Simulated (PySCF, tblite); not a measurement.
**C5H16N2Si2: geometry, infrared bands and NMR shifts**

Aim: predict the infrared bands and NMR shifts of C5H16N2Si2 (`CCCN1[SiH2]CN[Si@H]1C`).

Programs: tblite 0.8.0 and PySCF 2.14.0, with density-fitted response routines of our own. Each step states its level of theory. These are calculated values for one molecule in the gas phase, unless marked as measured. Atoms are numbered from 0 throughout.

## (1) Starting geometry

25 atoms, charge 0, multiplicity 1; geometry from: force field or distance geometry start.

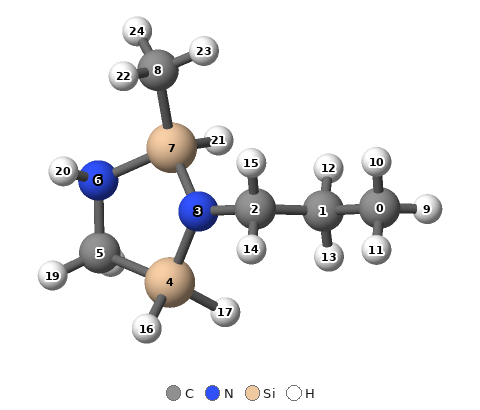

As it starts; carbon grey, nitrogen blue, silicon light orange, hydrogen white, atoms numbered; sticks join atoms by distance.

## (2) Relaxing the molecule with GFN2-xTB

The job: settings as JSON, then the geometry in Å.

```
{"job": {"kind": "relax", "xc": "GFN2-xTB", "basis": "xTB"}, "charge": 0, "multiplicity": 1}
C      3.509900     0.143700     0.483800
C      2.129200     0.298300    -0.177100
C      1.094900    -0.583200     0.542300
N     -0.262200    -0.486900    -0.038300
Si    -0.771500    -1.280400    -1.474100
C     -2.556400    -0.710000    -1.712500
N     -2.781000     0.176800    -0.554600
Si    -1.338000     0.824700     0.149700
C     -1.588300     1.309400     1.897000
H      4.231500     0.773400    -0.025100
H      3.466700     0.450000     1.533800
H      3.845100    -0.893600     0.439200
H      1.835500     1.350500    -0.121200
H      2.221600     0.013400    -1.226400
H      1.419000    -1.617000     0.529200
H      1.047700    -0.306300     1.615100
H     -0.668700    -2.738300    -1.257700
H      0.113500    -0.846900    -2.588400
H     -2.666700    -0.145300    -2.637600
H     -3.255200    -1.541500    -1.704200
H     -3.220900    -0.373300     0.189500
H     -0.876000     1.935700    -0.701100
H     -1.922400     0.477800     2.521900
H     -0.674000     1.686000     2.338300
H     -2.344300     2.107300     1.987800
```

Launch:

```sh
OMP_NUM_THREADS=1 python probes_run.py task.json out
```

One launch serves the whole session: the jobs run in the order shown.

The program printed:

```text
step      E/eV     max force
  0    -767.70135    1.921
  1    -767.83811    1.031
  2    -767.88153    0.445
  3    -767.92498    0.479
  4    -767.95416    0.427
  5    -767.97933    0.374
  6    -767.99777    0.340
  7    -768.01520    0.314
  8    -768.03104    0.368
  9    -768.04638    0.325
 10    -768.05825    0.206
 11    -768.06570    0.180
 12    -768.07125    0.181
 13    -768.07677    0.173
 14    -768.08171    0.132
 15    -768.08579    0.131
 16    -768.08901    0.122
 17    -768.09163    0.105
 18    -768.09437    0.112
 19    -768.09783    0.138
 20    -768.10150    0.142
 21    -768.10457    0.162
 22    -768.10690    0.193
 23    -768.10923    0.117
 24    -768.11197    0.125
 25    -768.11613    0.153
 26    -768.11946    0.182
 27    -768.12345    0.163
 28    -768.12808    0.179
 29    -768.13446    0.217
 30    -768.13606    0.704
 31    -768.14548    0.573
 32    -768.15315    0.216
 33    -768.16560    0.410
 34    -768.17412    0.564
 35    -768.18332    0.339
 36    -768.17435    1.335
 37    -768.19571    0.204
 38    -768.20080    0.183
 39    -768.21479    0.661
 40    -768.22266    0.168
 41    -768.22688    0.145
 42    -768.23345    0.199
 43    -768.23524    0.094
 44    -768.23742    0.077
 45    -768.23880    0.067
 46    -768.24018    0.067
 47    -768.24139    0.071
 48    -768.24239    0.065
 49    -768.24310    0.060
 50    -768.24371    0.062
 51    -768.24440    0.059
 52    -768.24512    0.055
 53    -768.24575    0.050
 54    -768.24628    0.045
 55    -768.24679    0.053
 56    -768.24731    0.053
 57    -768.24777    0.046
 58    -768.24813    0.041
 59    -768.24843    0.037
 60    -768.24873    0.037
 61    -768.24909    0.041
 62    -768.24953    0.056
 63    -768.25001    0.052
 64    -768.25045    0.044
 65    -768.25077    0.038
 66    -768.25103    0.035
 67    -768.25132    0.035
 68    -768.25164    0.036
 69    -768.25195    0.036
 70    -768.25218    0.032
 71    -768.25237    0.026
 72    -768.25256    0.037
 73    -768.25276    0.039
 74    -768.25295    0.032
 75    -768.25311    0.026
 76    -768.25326    0.025
 77    -768.25341    0.024
 78    -768.25355    0.025
 79    -768.25370    0.028
 80    -768.25384    0.032
 81    -768.25399    0.025
 82    -768.25412    0.021
 83    -768.25422    0.018
 84    -768.25429    0.018
 85    -768.25438    0.019
 86    -768.25447    0.023
 87    -768.25457    0.023
 88    -768.25467    0.017
 89    -768.25478    0.024
 90    -768.25490    0.023
 91    -768.25500    0.018
 92    -768.25508    0.021
 93    -768.25514    0.017
 94    -768.25523    0.024
 95    -768.25536    0.027
 96    -768.25554    0.030
 97    -768.25575    0.028
 98    -768.25597    0.030
 99    -768.25619    0.029
100    -768.25641    0.031
101    -768.25661    0.025
102    -768.25678    0.023
103    -768.25692    0.026
104    -768.25703    0.019
105    -768.25708    0.012
106    -768.25711    0.011
107    -768.25714    0.012
108    -768.25718    0.015
109    -768.25723    0.015
110    -768.25728    0.013
111    -768.25733    0.013
112    -768.25739    0.019
113    -768.25747    0.023
114    -768.25757    0.018
115    -768.25765    0.020
116    -768.25770    0.021
117    -768.25776    0.019
118    -768.25784    0.018
119    -768.25794    0.018
120    -768.25801    0.014
121    -768.25805    0.012
122    -768.25809    0.012
123    -768.25813    0.011
124    -768.25817    0.012
125    -768.25821    0.011
126    -768.25824    0.011
127    -768.25826    0.009
```

It took 1.4 s on 1 thread of Arm Neoverse V1, shared host; peak memory 0.18 GiB.

Along the way: (not every step is listed)

```tsv
step	energy from step 0 (eV)	largest force (eV/Å)
0	0.0000	1.9212
1	-0.1368	1.0314
2	-0.1802	0.4449
3	-0.2236	0.4791
4	-0.2528	0.4270
5	-0.2780	0.3739
6	-0.2964	0.3402
7	-0.3139	0.3144
8	-0.3297	0.3678
19	-0.3965	0.1379
30	-0.4347	0.7044
41	-0.5255	0.1453
52	-0.5438	0.0549
63	-0.5487	0.0515
74	-0.5516	0.0320
85	-0.5530	0.0189
96	-0.5542	0.0298
107	-0.5558	0.0123
118	-0.5565	0.0180
122	-0.5567	0.0117
123	-0.5568	0.0112
124	-0.5568	0.0122
125	-0.5569	0.0112
126	-0.5569	0.0107
127	-0.5569	0.0095
```

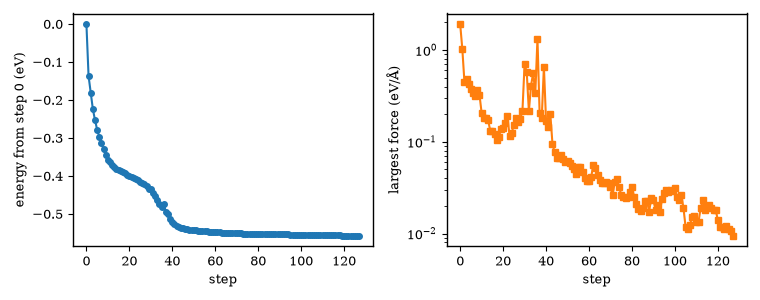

Energy and largest force along the relaxation.

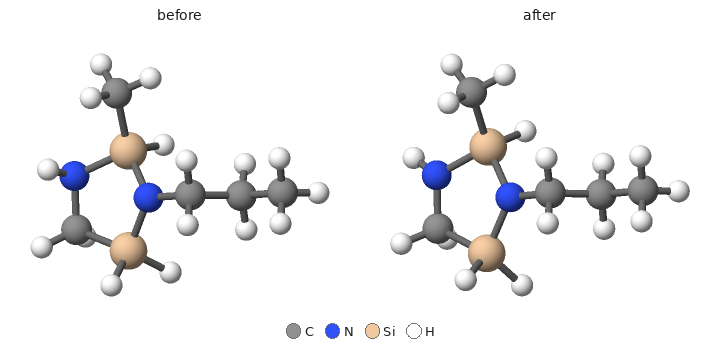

Before and after, at one scale.

Close pairs (by a distance rule), those that changed most:

```tsv
bond	before (Å)	after (Å)	change (Å)
Si7–C8	1.830	1.890	+0.060
C2–N3	1.479	1.440	-0.039
N3–Si7	1.707	1.744	+0.037
C5–N6	1.476	1.448	-0.027
N6–Si7	1.731	1.712	-0.020
C8–H24	1.103	1.084	-0.019
N6–H20	1.025	1.007	-0.017
Si4–H17	1.488	1.472	-0.016
```

The end geometry stands in the next job.

## (3) Infrared spectrum with GFN2-xTB

The job: settings as JSON, then the geometry in Å.

```
{"job": {"kind": "ir", "xc": "GFN2-xTB", "basis": "xTB"}, "charge": 0, "multiplicity": 1}
C      3.510173     0.225765     0.412638
C      2.132880     0.335865    -0.228549
C      1.093337    -0.524525     0.491219
N     -0.208627    -0.444177    -0.119756
Si    -0.703817    -1.485231    -1.395892
C     -2.451781    -0.767236    -1.633627
N     -2.682544     0.171931    -0.555509
Si    -1.316431     0.861040     0.211927
C     -1.612248     1.128486     2.059816
H      4.227291     0.853287    -0.111464
H      3.473591     0.542590     1.452760
H      3.864857    -0.802235     0.381248
H      1.796094     1.373848    -0.210789
H      2.180097     0.016889    -1.271458
H      1.425221    -1.567628     0.483236
H      1.019463    -0.199813     1.533439
H     -0.700296    -2.883269    -0.949470
H      0.086828    -1.352890    -2.630002
H     -2.535776    -0.275979    -2.610316
H     -3.219753    -1.544920    -1.609753
H     -3.559538     0.662936    -0.619174
H     -0.813623     2.117802    -0.390854
H     -1.840656     0.202578     2.576703
H     -0.736708     1.567001     2.525992
H     -2.438968     1.812029     2.216771
```

The program printed:

```text
mode    cm-1     km/mol
  1      43.7      0.01
  2      59.8      0.09
  3      68.6      0.03
  4      97.2      0.24
  5     109.2      1.23
  6     123.8      0.15
  7     146.9      0.43
  8     221.9      0.97
  9     231.6     14.61
 10     268.2      1.99
 11     280.2      0.70
 12     305.6      5.15
 13     405.5     31.58
 14     437.4      4.49
 15     491.6      3.20
 16     499.7     90.30
 17     532.0     85.98
 18     615.1     43.68
 19     632.9     61.09
 20     680.5     48.54
 21     687.9    108.24
 22     756.9     83.25
 23     770.9    169.77
 24     785.9      7.88
 25     790.6     60.07
 26     798.2    181.82
 27     812.1    167.58
 28     832.7     90.61
 29     883.8    130.51
 30     893.5    136.89
 31     931.9      9.62
 32     964.6    223.89
 33    1090.4      0.54
 34    1113.8      0.05
 35    1137.8     39.98
 36    1171.8     11.19
 37    1175.8     43.56
 38    1191.8     37.20
 39    1212.6    198.61
 40    1244.2     16.20
 41    1288.9      8.56
 42    1299.3      2.19
 43    1358.5     32.66
 44    1360.0     17.76
 45    1372.4     18.65
 46    1411.9      0.93
 47    1487.6      0.07
 48    1489.1      0.45
 49    1494.3      0.31
 50    1500.9      0.42
 51    1501.6      2.71
 52    1503.0      2.72
 53    1506.5      1.95
 54    2094.4    339.01
 55    2174.5    500.52
 56    2223.3    266.97
 57    2873.1     95.07
 58    2922.6     40.51
 59    2936.9     68.69
 60    2937.6     51.24
 61    2978.9     46.11
 62    2991.1     36.76
 63    3030.3     53.56
 64    3032.2     49.25
 65    3037.8     31.12
 66    3050.4     21.62
 67    3053.3     43.30
 68    3060.2     26.88
 69    3458.1      8.74
```

Run time: 1.5 s. Hardware: 1 thread of Arm Neoverse V1, shared host; peak memory 0.18 GiB.

The strongest bands and the atoms that carry them (share of the mass-weighted mode):

```tsv
cm⁻¹	km/mol	atoms
771	169.8	C5 19 %, Si4 16 %, C8 13 %, Si7 12 %
798	181.8	H17 20 %, H16 15 %, C8 11 %
812	167.6	H17 25 %, H16 21 %, H23 10 %
965	223.9	N3 41 %
1213	198.6	N3 58 %, C2 29 %
2094	339.0	H21 97 %
2174	500.5	H17 85 %, H16 11 %
2223	267.0	H16 85 %, H17 12 %
```

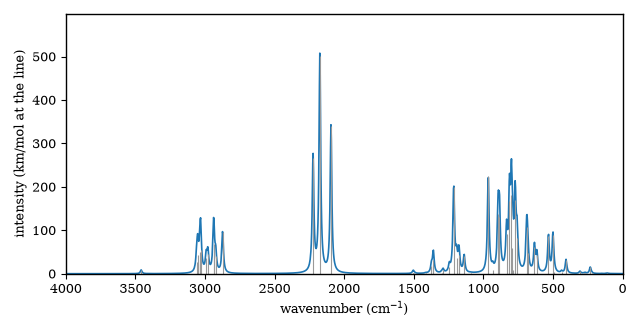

The infrared spectrum from these modes, unscaled. Lines are broadened to a width of 14 cm⁻¹ (Lorentzian).

## (4) Shielding tensors: PBE0/pcSseg-1

Same as in step 3 but for these lines:

```diff
@@ -1,2 +1,2 @@
-{"job": {"kind": "ir", "xc": "GFN2-xTB", "basis": "xTB"}, "charge": 0, "multiplicity": 1}
+{"job": {"kind": "nmr", "xc": "PBE0", "basis": "pcSseg-1"}, "charge": 0, "multiplicity": 1}
 C      3.510173     0.225765     0.412638
```

Level: GIAO PBE0/pcSseg-1 NMR shielding, non-relativistic, gas phase.

The program printed:

```text
coarse grid: 20728 points
cycle   1  E = -887.9007989543  dE =  9.136e-01  |g| = 6.472e-01  |ddm| = 4.426e+00
cycle   2  E = -887.8361315885  dE =  6.467e-02  |g| = 8.401e-01  |ddm| = 1.472e+00
cycle   3  E = -887.9985841493  dE = -1.625e-01  |g| = 1.010e-01  |ddm| = 9.653e-01
cycle   4  E = -888.0004733637  dE = -1.889e-03  |g| = 3.939e-02  |ddm| = 1.202e-01
cycle   5  E = -888.0008272233  dE = -3.539e-04  |g| = 7.423e-03  |ddm| = 3.970e-02
cycle   6  E = -888.0008361522  dE = -8.929e-06  |g| = 3.754e-03  |ddm| = 1.004e-02
cycle   7  E = -888.0008391248  dE = -2.973e-06  |g| = 3.880e-04  |ddm| = 3.513e-03
final grid: 187832 points
cycle   8  E = -888.0499693685  dE = -4.479e-05  |g| = 1.044e-02  |ddm| = 3.020e-02
cycle   9  E = -888.0499551870  dE =  1.418e-05  |g| = 1.305e-02  |ddm| = 2.224e-02
cycle  10  E = -888.0499963364  dE = -4.115e-05  |g| = 1.253e-03  |ddm| = 1.283e-02
cycle  11  E = -888.0499966529  dE = -3.164e-07  |g| = 3.024e-04  |ddm| = 1.316e-03
cycle  12  E = -888.0499966716  dE = -1.870e-08  |g| = 6.492e-05  |ddm| = 3.085e-04
cycle  13  E = -888.0499966723  dE = -6.685e-10  |g| = 3.380e-05  |ddm| = 8.784e-05
cycle  14  E = -888.0499966725  dE = -2.422e-10  |g| = 5.477e-06  |ddm| = 3.520e-05
converged SCF energy = -888.0499966725

GIAO shielding tensors (ppm)
atom      isotropic    diamagn.    paramagn.     s11        s22        s33       span
  0 C      173.646     244.941     -71.294    165.289    167.079    188.572     23.283
  1 C      156.232     250.157     -93.926    139.552    158.692    170.450     30.898
  2 C      137.392     243.949    -106.556    107.001    139.688    165.488     58.488
  3 N      234.160     333.274     -99.114    204.708    233.533    264.240     59.532
  4 Si     380.858     882.286    -501.428    343.475    359.450    439.648     96.173
  5 C      159.678     249.054     -89.376    138.621    143.912    196.502     57.880
  6 N      245.740     324.708     -78.968    202.161    242.295    292.764     90.604
  7 Si     359.239     882.984    -523.745    299.544    377.109    401.064    101.520
  8 C      187.154     256.635     -69.481    174.877    186.588    199.998     25.121
  9 H       30.503      26.739       3.764     25.853     27.633     38.023     12.170
 10 H       30.933      28.896       2.037     26.290     29.516     36.993     10.703
 11 H       30.921      28.336       2.584     26.396     29.114     37.252     10.855
 12 H       30.096      33.718      -3.622     24.904     31.555     33.829      8.925
 13 H       30.023      33.087      -3.064     25.025     31.220     33.825      8.800
 14 H       28.844      33.080      -4.236     23.381     29.511     33.640     10.259
 15 H       28.718      34.203      -5.485     22.765     30.656     32.732      9.967
 16 H       26.798      30.781      -3.983     23.469     23.981     32.945      9.476
 17 H       26.701      30.804      -4.104     22.959     24.883     32.259      9.300
 18 H       28.840      29.951      -1.111     23.513     26.446     36.562     13.049
 19 H       28.696      28.686       0.010     23.522     26.323     36.243     12.721
 20 H       31.679      32.035      -0.356     21.359     29.997     43.680     22.321
 21 H       26.163      32.237      -6.074     22.972     24.339     31.179      8.208
 22 H       31.725      32.509      -0.783     27.612     29.240     38.325     10.713
 23 H       31.569      33.201      -1.633     26.706     30.195     37.805     11.099
 24 H       31.631      29.669       1.963     27.284     29.013     38.597     11.313
```

Run time: 70 s. Hardware: 1 thread of Arm Neoverse V1, shared host; peak memory 1.2 GiB.

The references, computed at this level on geometries of the same kind, shield at (ppm): ¹H TMS 31.72, ¹³C TMS 186.9, ²⁹Si TMS 349.2, ¹⁵N NH3 267.7. Their shielding less the atom's gives the shift. The references are single molecules in the gas phase, so shifts against H2O, NH3, PH3, H3PO4 or CFCl3 are not on the usual liquid scales and can be off by tens of ppm. Atoms listed in one row are averaged.

```tsv
atoms	environment	σ (ppm)	δ (ppm)	δ scaled to CDCl3
C2	sp3 CH2 bonded to N	137.4	49.5	46.4
C1	sp3 CH2	156.2	30.7	28.0
C5	sp3 CH2 bonded to N and Si	159.7	27.2	24.7
C0	methyl carbon	173.6	13.3	11.0
C8	methyl carbon bonded to Si	187.2	-0.2	-2.1
H21	hydrogen on a silicon bonded to C, 2 N, in a 5-membered ring	26.16	5.55	–
H17	hydrogen on a silicon bonded to C, N, in a 5-membered ring	26.70	5.02	–
H16	hydrogen on a silicon bonded to C, N, in a 5-membered ring	26.80	4.92	–
H19	hydrogen on an sp3 CH2 bonded to N and Si	28.70	3.02	2.95
H15	hydrogen on an sp3 CH2 bonded to N	28.72	3.00	2.93
H18	hydrogen on an sp3 CH2 bonded to N and Si	28.84	2.88	2.82
H14	hydrogen on an sp3 CH2 bonded to N	28.84	2.87	2.81
H13	hydrogen on an sp3 CH2	30.02	1.69	1.70
H12	hydrogen on an sp3 CH2	30.10	1.62	1.63
H9, H10, H11	hydrogen on a methyl carbon	30.79	0.93	0.98
H22, H23, H24	hydrogen on a methyl carbon bonded to Si	31.64	0.08	0.18
H20	hydrogen on a nitrogen bonded to C, Si, in a 5-membered ring	31.68	0.04	–
N3	nitrogen bonded to C, 2 Si, in a 5-membered ring	234.2	33.6	–
N6	nitrogen bonded to C, Si, H, in a 5-membered ring	245.7	22.0	–
Si7	silicon bonded to C, 2 N, H, in a 5-membered ring	359.2	-10.1	–
Si4	silicon bonded to C, N, 2 H, in a 5-membered ring	380.9	-31.7	–
```

The scaled column applies a straight-line fit of computed shieldings to shifts measured in CDCl3 (root-mean-square error 0.16 ppm for H, 1.9 ppm for C).

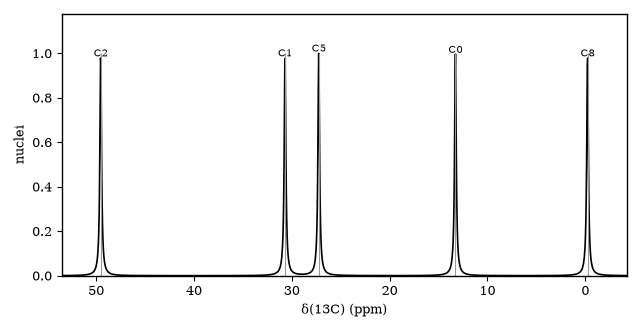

¹³C lines at the computed shifts, without couplings. Lines are broadened to a width of 0.20 ppm (Lorentzian).

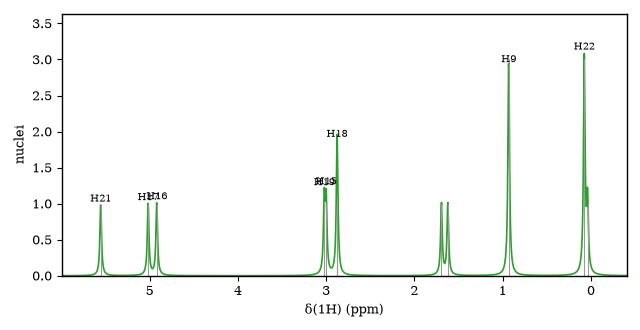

¹H lines at the computed shifts, without couplings. Lines are broadened to a width of 0.02 ppm (Lorentzian).

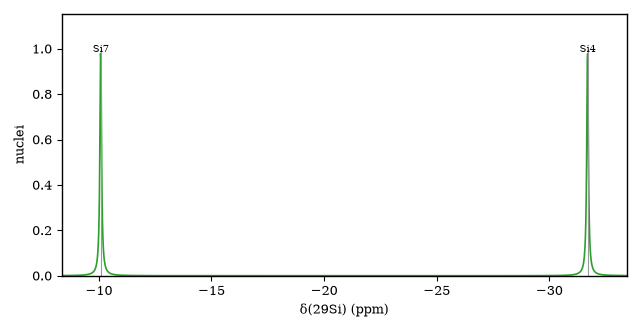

²⁹Si lines at the computed shifts, without couplings. Lines are broadened to a width of 0.09 ppm (Lorentzian).

Charges from the same density, by scheme (e):

```tsv
atoms	Mulliken	IAO	Hirshfeld	ESP fit
C0	-0.27	-0.42	-0.12	-0.38
C1	-0.29	-0.26	-0.07	0.28
C2	0.04	-0.13	-0.02	0.04
N3	-0.95	-0.78	-0.26	-0.54
Si4	0.77	0.89	0.37	0.50
C5	-0.31	-0.43	-0.11	-0.22
N6	-0.67	-0.68	-0.25	-0.70
Si7	1.02	1.14	0.41	0.92
C8	-0.64	-0.75	-0.22	-0.82
```

Mulliken charges:

C0 -0.27; C1 -0.29; C2 0.04; N3 -0.95; Si4 0.77; C5 -0.31; N6 -0.67; Si7 1.02; C8 -0.64; H9 0.12; H10 0.11; H11 0.11; H12 0.13; H13 0.12; H14 0.11; H15 0.11; H16 -0.11; H17 -0.11; H18 0.12; H19 0.13; H20 0.19; H21 -0.13; H22 0.14; H23 0.13; H24 0.13

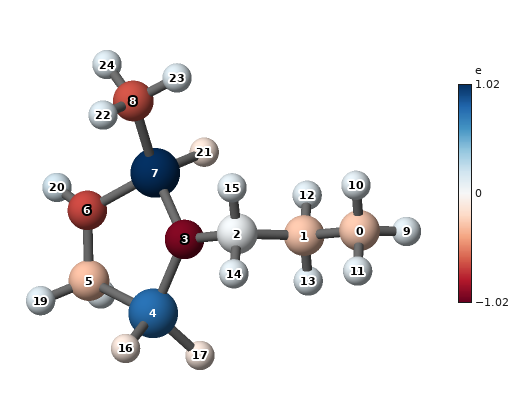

Mulliken charges, as colours on the atoms.

Mayer bond orders: C0–C1 1.06, C1–C2 1.02, C2–N3 0.93, N3–Si4 0.98, Si4–C5 0.91, C5–N6 0.95, N6–Si7 1.00, Si7–C8 0.93, Si7–N3 0.88.

Ring of atoms N3, Si4, C5, N6, Si7: NICS(0) -5.8, NICS(1) -2.5, NICS(1)zz -0.5 ppm (means of both faces).

## (5) Results

```
                                                              quantity                                                                       value
                             strongest single infrared mode (GFN2-xTB)                                                       2174 cm⁻¹, 501 km/mol
                                          zero-point energy (GFN2-xTB)                                                              128.6 kcal/mol
                                ¹³C shifts against TMS (PBE0/pcSseg-1)                                            49.5, 30.7, 27.2, 13.3, -0.2 ppm
¹H shifts against TMS (PBE0/pcSseg-1, means over atoms taken as alike)  5.55, 5.02, 4.92, 3.02, 3.00, 2.88, 2.87, 1.69, 1.62, 0.93, 0.08, 0.04 ppm
                                ¹⁵N shifts against NH3 (PBE0/pcSseg-1)                                                              33.6, 22.0 ppm
                               ²⁹Si shifts against TMS (PBE0/pcSseg-1)                                                            -10.1, -31.7 ppm
```

What this shows: The optimisation took 127 steps and gained 0.557 eV; among the close pairs (by a distance rule), Si7–C8 changed most, from 1.830 to 1.890 Å. No mode is imaginary among the 69: a minimum at this level. The strongest single mode, at 2174 cm⁻¹, moves mainly H17. Unscaled tight-binding wavenumbers are off by several per cent, some by more. Its intensities can rank the bands wrongly. The most deshielded carbon is C2 (sp3 CH2 bonded to N), at 49.5 ppm: pulled downfield by the heteroatom.
